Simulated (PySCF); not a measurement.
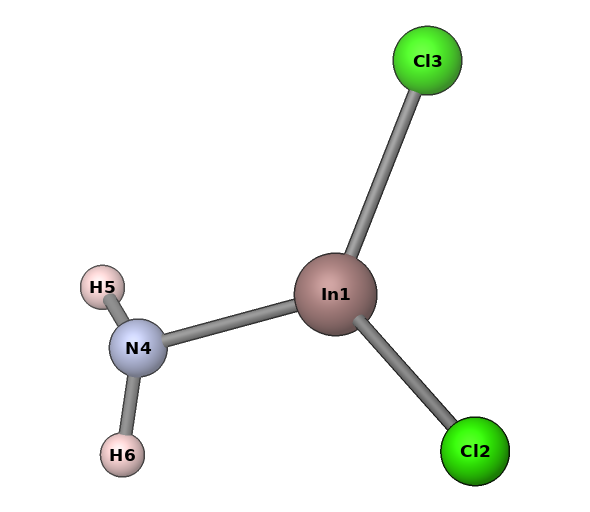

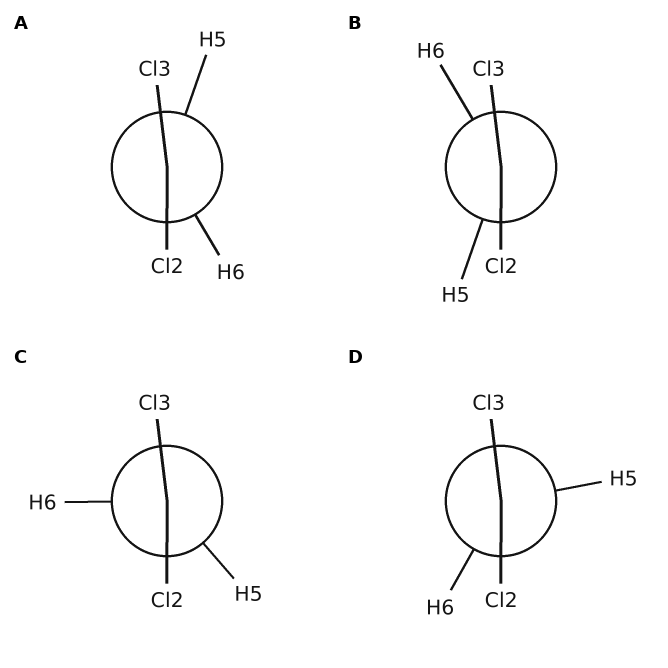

Depth is shown by fading: the farther an atom, the more it takes the colour of the background. Bonds that would overlap in a projection are set slightly apart. The geometry was computed by an optimisation with PBE0-D3(BJ)/def2-SVP. No frequency run is at hand to confirm it as a minimum.

Q: Which Newman projection shows the view along In1–N4, with In1 in front?

A: A. The torsion angle Cl2–In1–N4–H5 is −161°, antiperiplanar (anti).
